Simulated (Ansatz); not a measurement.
Start from BN in the zinc blende structure (space group F-43m, No. 216; a = 3.610 Å). Axes: x, y, z lie along the cube axes.

Structures relaxed with plane-wave PAW DFT at the r2SCAN level (Ansatz, an electronic-structure program, 500 eV), without spin-orbit coupling.

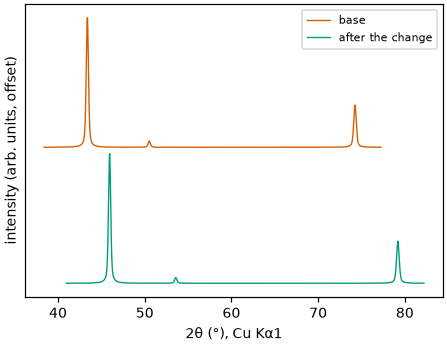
Simulated powder patterns before (top) and after one change

Q: Name the change that was made.
A. uniaxial strain ε_yy = −1.64 %
B. uniaxial strain ε_xx = −0.67 %
C. isotropic strain −5.31 %
D. isotropic strain −1.26 %

A: C, isotropic strain −5.31 %. Its volume per atom is 4.99 Å³ against 5.88 Å³, and its space group is F-43m (No. 216).

Stability against distortions was not tested.
